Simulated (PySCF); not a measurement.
ClHO2S, SMILES `Cl.O=S=O`.

Method: B3LYP/def2-SVP; geometry: GFN2-xTB; program: PySCF. The pair's geometry is semi-empirical, so its contact may be too short or too long. GFN2-xTB bond lengths at metals and heavier atoms can be off by up to 0.1 Å and shapes distorted, which carries into these values. Without diffuse functions Rydberg states are missing, so the states' numbers hold for this basis only.

Cartesian coordinates (Å):

```
Cl1     -2.6332    0.1480   -0.0389
H2      -1.4034   -0.1829    0.1632
O3       0.3016   -0.6070    0.2387
S4       1.6723   -0.3416   -0.1258
O5       2.1247    0.9986    0.0751
```

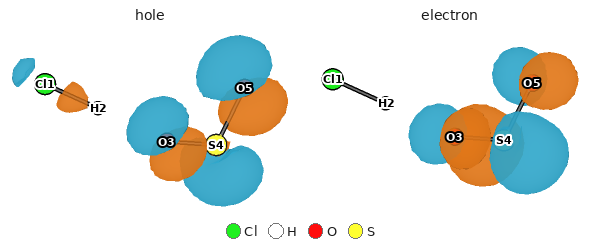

Leading natural transition orbital pair of S₃ (TDA singlet states); the surfaces enclose about 78 % of each orbital's density.

Q: Where does the state lie, and where do hole and electron sit?

A: 4.16 eV (298 nm), f = 0.007; the leading pair carries 100 %; hole on O5 (45 %), S4 (27 %) and O3 (22 %), electron on S4 (51 %), O5 (25 %) and O3 (22 %); their centroids lie 0.4 Å apart. In canonical orbitals it is mainly HOMO−2 → LUMO (94 %). The HOMO–LUMO gap is 3.72 eV.
